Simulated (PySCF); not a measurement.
SMILES c1ccc(C)c[c]1, doublet, CAM-B3LYP/def2-SVP optimised geometry. Atoms within 1.6 Å of the plane z = 0.0 Å (x, y, z in Å): C1 (0.88, 1.97, -0.03), C2 (0.12, 0.67, 0.00), C3 (-1.29, 0.67, 0.00), C4 (-1.93, -0.54, 0.00), C5 (-1.32, -1.78, 0.01), C6 (0.08, -1.77, 0.01), C7 (0.78, -0.56, 0.01), H8 (0.87, 2.41, -1.04), H9 (0.43, 2.71, 0.65), H10 (1.93, 1.83, 0.26), H11 (-1.84, 1.62, 0.00), H12 (-1.88, -2.71, 0.01), H13 (0.63, -2.71, 0.02), H14 (1.87, -0.57, 0.01).

Computed with unrestricted CAM-B3LYP/def2-TZVP (PySCF). Cells within 0.4 Å of a nucleus heavier than hydrogen are left out (blank, or x).

Map of the HOMO−1 amplitude (α) (bohr^(-3/2)), clipped to [-0.25, 0.25] on the plane z = 0.0 Å; orbital energy -8.35 eV, overall sign arbitrary:

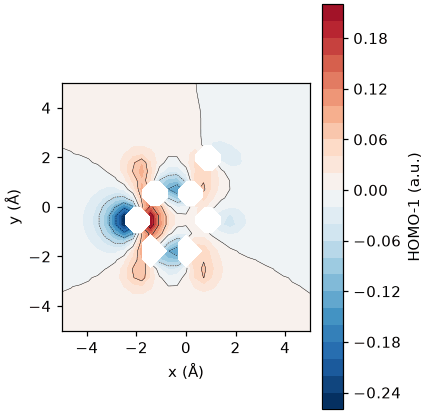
*HOMO−1 amplitude (α) (bohr^(-3/2)), clipped to [-0.25, 0.25] on the plane z = 0.0 Å.*
